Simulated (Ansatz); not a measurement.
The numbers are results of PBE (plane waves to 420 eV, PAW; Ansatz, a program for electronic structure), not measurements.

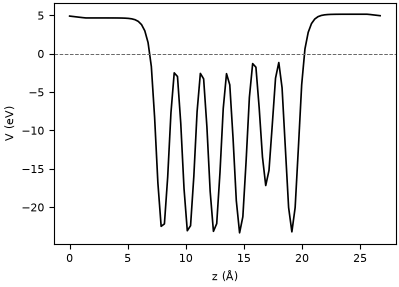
Figure: Planar average of the electrostatic potential across the slab, in eV from the Fermi level, for a constructed model of the (110) surface of bcc Mo, a layer of Pd in place of the second plane (bottom of the slab: a bare face, its two planes held)

Model: 6-atom slab, 11.0 Å thick at the start with caps and adatoms (thin: gaps and levels are the slab's own), 14x14x1 mesh, Fermi-Dirac 0.1 eV, dipole correction, 2 atoms held, the rest relaxed; symmetry of the start imposed; no spin, no spin-orbit, no U. In PBE it lies 0.23 eV a 1x1 cell over the lowest computed structure of the same composition (a layer of Pd in place of the third plane).

The vacuum level lies 5.14 eV above the Fermi level over the top face and 4.66 eV above it under the bottom face.
